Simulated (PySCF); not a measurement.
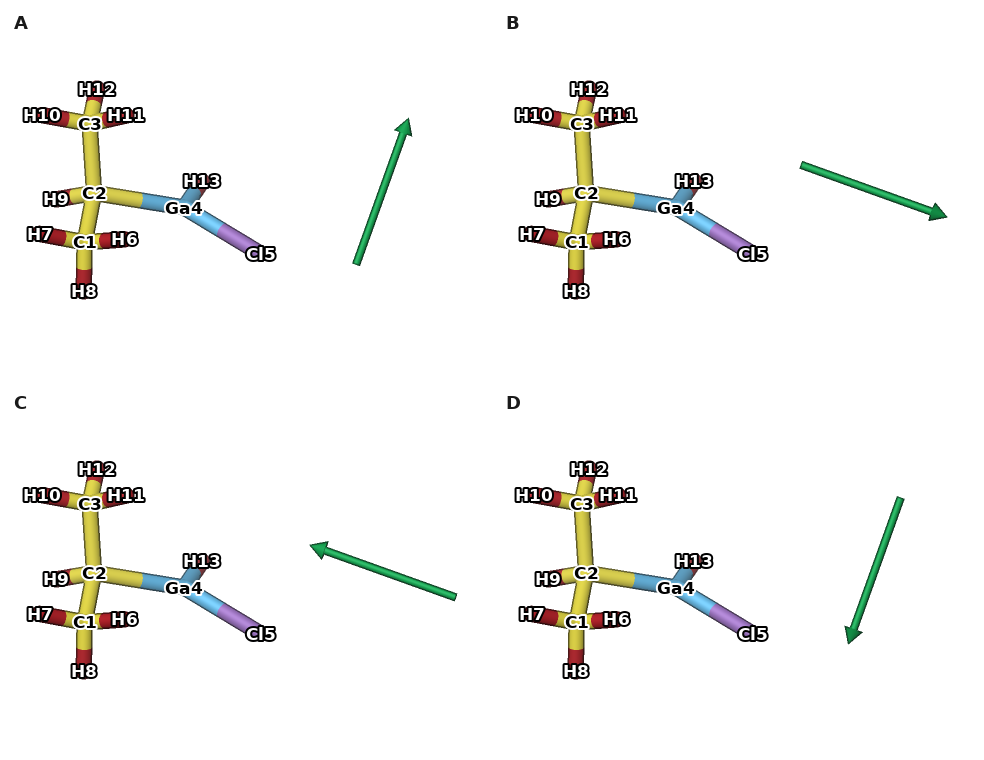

The same molecule four times, each with an arrow. The computed structure is the end point of a GFN2-xTB optimisation. No frequency run is at hand to confirm it as a minimum. Properties computed with PBE0/def2-SVPD, gas phase (PySCF 2.14.0).

### Which arrow points along the dipole moment, from the negative to the positive end?

C. The dipole moment is 2.15 D; it points from the side of Cl5 to the side of H10 (the outermost atoms at the two ends).

The geometry is semi-empirical. Around Ga such bond lengths and angles can be off by a tenth of an ångström or more and by several degrees, and values that hang on the shape move with them.
